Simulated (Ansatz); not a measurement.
## Electronic structure of C₂H₄OSi in real space

```xyz
8

C    -0.1925    1.6017   -0.2184
C     0.0055    0.3222    0.0269
O     0.5656   -0.3077    1.1478
Si    0.1057   -1.4505   -0.0095
H    -0.6446    1.9069   -1.1518
H     0.0905    2.3619    0.5015
H     1.1984   -2.1720   -0.6932
H    -1.0364   -2.3195    0.3408
```

Geometry: PBE0-D4/def2-TZVP.

The calculation used Ansatz, RKS PBE0-D4/def2-TZVPP.

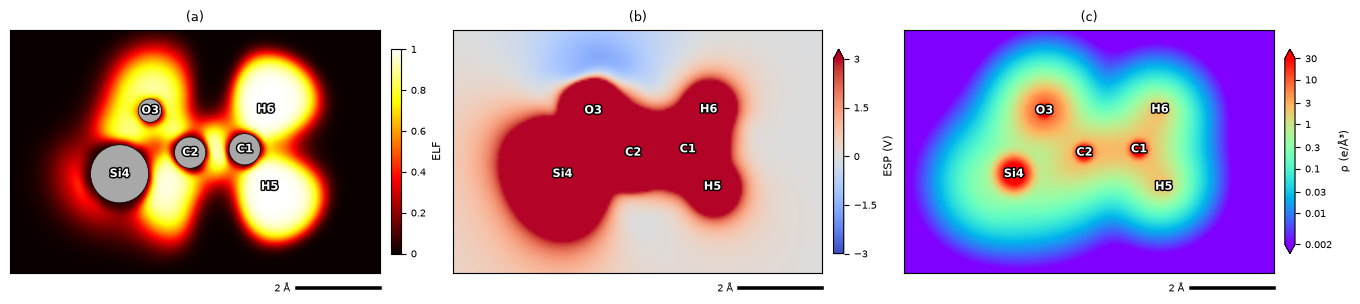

Figure 1. (a) electron localisation function; (b) electrostatic potential; (c) total electron density on the plane of atoms O3, C2 and Si4. Grey discs cover the atomic cores in the ELF map.

### What does the map show?

- Atoms in the plane: C, O, Si and H.
- C–C (1.32 Å): the density is about 2.4 e/Å³ at the midpoint; the ELF peaks at about 0.90 between the atoms: a multiple bond.
- C–O (1.40 Å): the density is about 2.1 e/Å³ at the midpoint, with its minimum of 1.8 e/Å³ about 0.5 Å from C; the ELF peaks at about 0.85 between the atoms: a polar covalent bond.
- Si–O (1.69 Å): ρ at the midpoint is about 1.1 e/Å³; the ELF peaks at about 0.80 between the atoms, as expected for a polar covalent bond.
- C–Si (1.78 Å): ρ at the midpoint is about 0.96 e/Å³; the ELF peaks at about 0.85 between the atoms (a covalent bond).
- C–H (1.08 Å): ρ at the midpoint is about 2 e/Å³; the ELF climbs to about 1 towards the hydrogen, as it does in any bond to H; an ordinary covalent bond to hydrogen.
- The ELF also peaks beside O3, away from the bonds: lone-pair regions.
- Outside the dense part of the molecule the potential is most negative (−1.6 V) near O3.

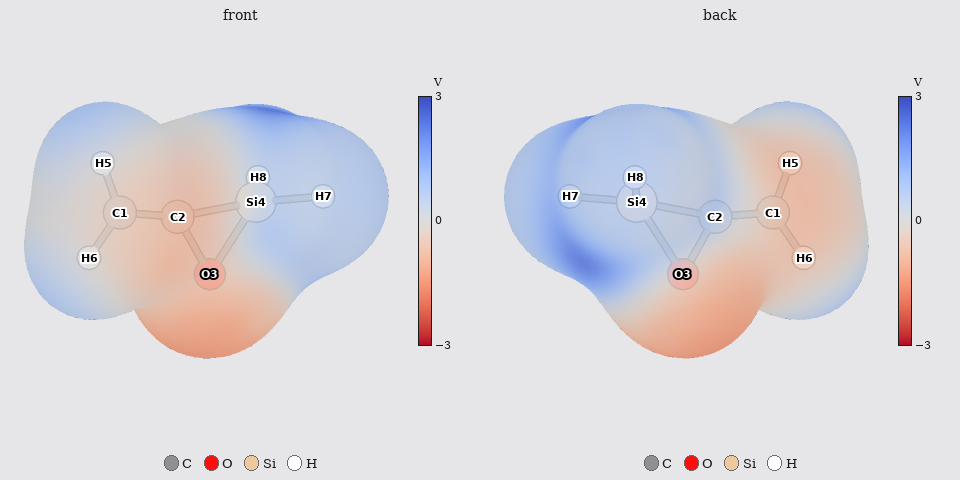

Figure 2. The electrostatic potential painted on the density surface at 0.002 e/bohr³, seen from the front and from behind; the colour scale runs from red (negative) to blue (positive).

### Where is the surface potential most negative and most positive?

The most negative region (about −1.4 V, or −32 kcal/mol for a unit charge) lies over O3, the most positive (about +2.2 V, or +51 kcal/mol for a unit charge) over Si4. O3 is the likeliest acceptor of a hydrogen bond.

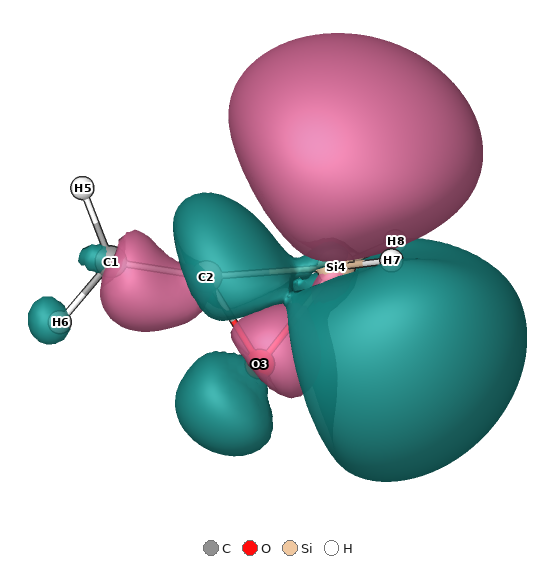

Figure 3. The LUMO at ±0.05 Å⁻³ᐟ² (teal and pink are the two phases), seen across its widest extent.

### Where does this orbital lie, and at what energy?

By Hirshfeld shares it lies mainly on Si4 (about 65 %), O3 (about 10 %), C2 (about 10 %), H8 (about 5 %) and H7 (about 5 %). Its energy is −0.94 eV.
